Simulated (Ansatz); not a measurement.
**Br3ClSi: density, localisation and related maps**

The calculation's input:

```
crystal:
  periodic: [false, false, false]
  atoms:
    - symbol: Br
      position_ang: [-4.203246, 3.371097, 1.086994]
    - symbol: Br
      position_ang: [-0.679537, 3.975874, 0.699564]
    - symbol: Br
      position_ang: [-1.845284, 0.731426, 1.722876]
    - symbol: Cl
      position_ang: [-2.400329, 1.913350, -1.480689]
    - symbol: Si
      position_ang: [-2.283908, 2.488967, 0.476594]
basis:
  gaussian:
    orbitals: def2-TZVPD
hamiltonian:
  xc: pbe0
output: {forces: true, orbitals: {seedname: orbitals}}
```

Command:

```sh
ansatz run input.yaml --threads 2 --pin off --max-ram 4350MiB --events-out events.jsonl --progress --plain --runs-dir runs
```

Geometry: PBE0-D3(BJ)/def2-SVP.

Level of theory: Ansatz, isolated molecule in a Gaussian basis; Kohn-Sham density functional theory, functional PBE0.

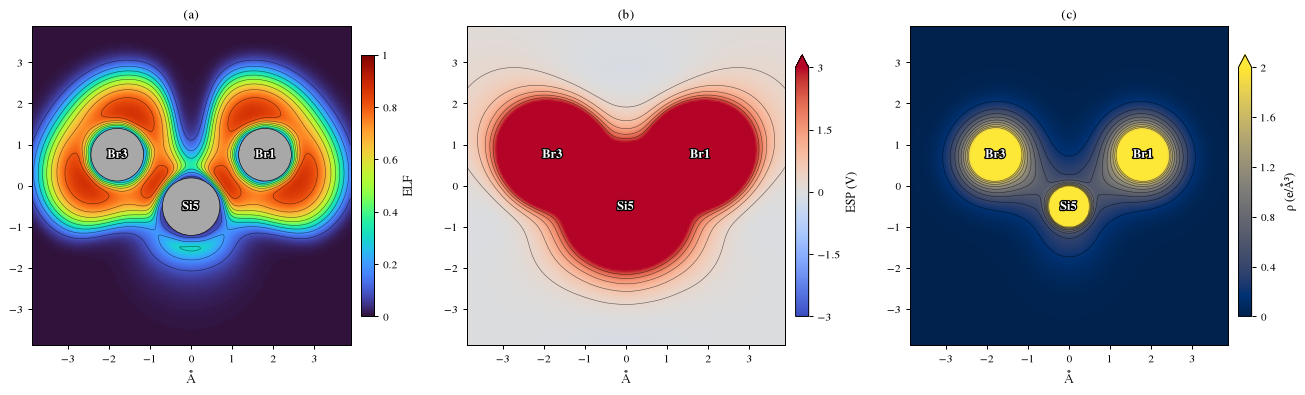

Figure 1. (a) ELF; (b) molecular electrostatic potential; (c) total electron density on the plane of atoms Br1, Si5 and Br3. Grey discs cover the atomic cores in the ELF map.

Question: What does the map show?

Answer: Atoms in the plane: Br and Si. Si–Br (2.20 Å): the density is about 0.82 e/Å³ at the midpoint; the ELF peaks at about 0.85 between the atoms; a polar covalent bond. The ELF also peaks beside Br3 and Br1, away from the bonds: lone-pair regions. The potential has no marked negative region in this plane.

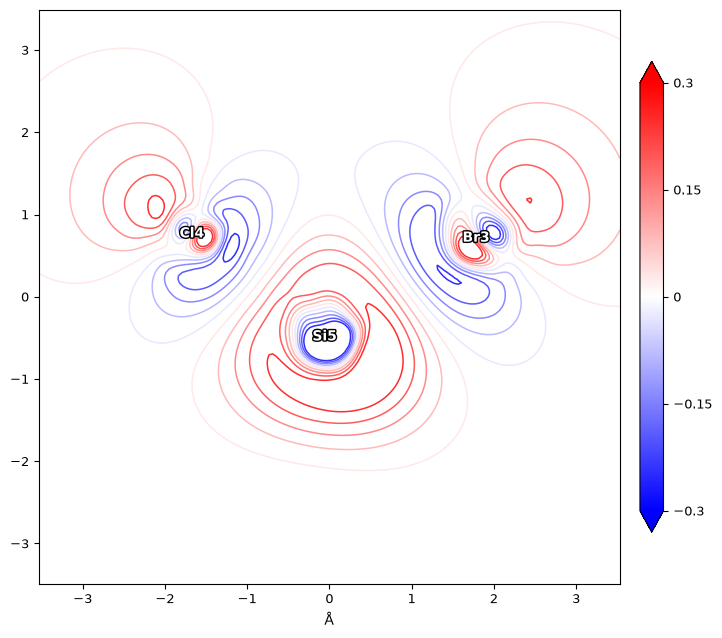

Figure 2. One frontier orbital on the plane of atoms Br3, Si5 and Cl4 (values in Å⁻³ᐟ²; the overall sign is arbitrary).

Question: Which orbital is it: HOMO or LUMO?

Answer: The LUMO, at −1.66 eV. Its weight (Hirshfeld) is mainly on Si5 (about 25 %), Br1 (about 20 %), Br3 (about 20 %), Br2 (about 20 %) and Cl4 (about 10 %).

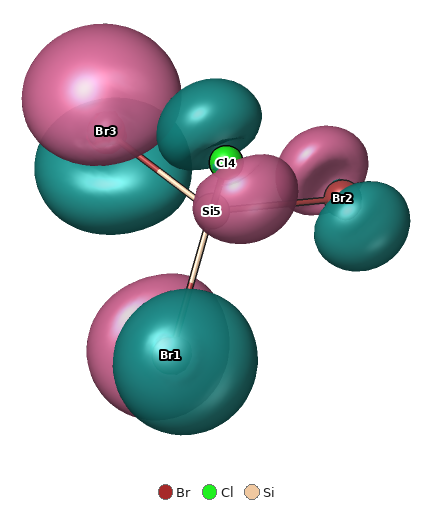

Figure 3. The HOMO−1 at ±0.1 Å⁻³ᐟ² (teal and pink are the two phases), seen at a tilt.

Question: What is the character of this orbital?

Answer: It lies mainly on Br3 (about 45 %), Br1 (about 30 %), Cl4 (about 10 %) and Br2 (about 10 %); largely a combination of lone pairs on Br3, Br1, Cl4 and Br2. It is one of a degenerate set, so its orientation is arbitrary. Its energy is −8.91 eV.
